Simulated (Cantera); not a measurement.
A closed system holds: 1 mol MgSO4, 0.096 mol H2, 0.13 mol H2O, equilibrated at 2400 Pa.

Method: chemical equilibrium by Gibbs-energy minimisation in Cantera with the NASA 1993 tables (ideal gas, pure condensed phases). Candidate condensed phases: H2O, H2SO4, Mg, MgO, Mg(OH)2, MgS, MgSO4, S; 26 gas species. Kinetics and transport are ignored.

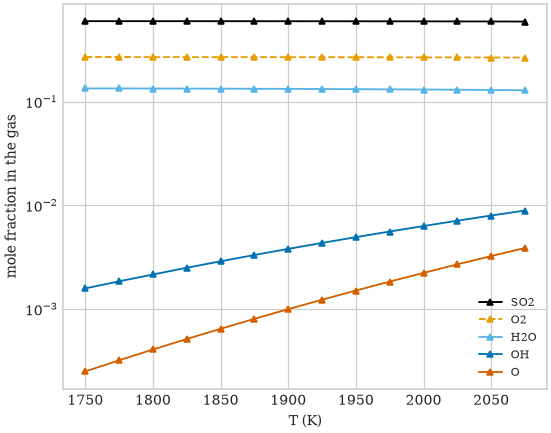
Fig. 1. Equilibrium gas composition (values under 1e-9 drawn at 1e-9)

Problem. Read off the mole fractions at 1900 K.

Solution. SO2 about 0.59, O2 about 0.27, H2O about 0.13, OH about 0.0038, O about 0.00100.
